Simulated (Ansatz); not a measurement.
**Ge (diamond structure), cut as [100] fin, 0.58 nm along [100] by 1.44 nm along [010]**

These are PBE (plane waves to 420 eV, PAW; Ansatz, a program for electronic structure) values and carry that method's errors.

k-points: Γ-centred 1×1×5 mesh; occupations: Fermi-Dirac, 0.020 eV; spin polarisation not allowed. Scalar-relativistic, no spin-orbit coupling.

 The relaxation kept the symmetry of its start, so a lower minimum of less symmetry isn't excluded. The period along the axis is held at the bulk value.

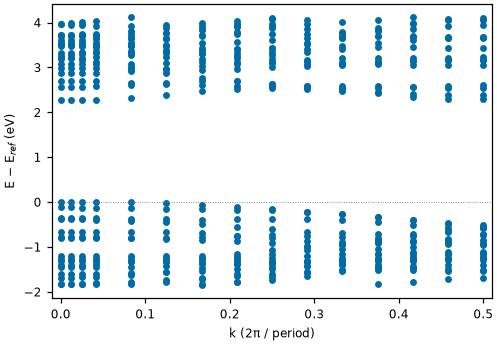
Levels along the axis at 15 k-points, drawn as points, zero at the top of the valence band

Electronic character: not metallic; Kohn-Sham band gap: 2.27 eV. Only levels within the plotted window are shown.
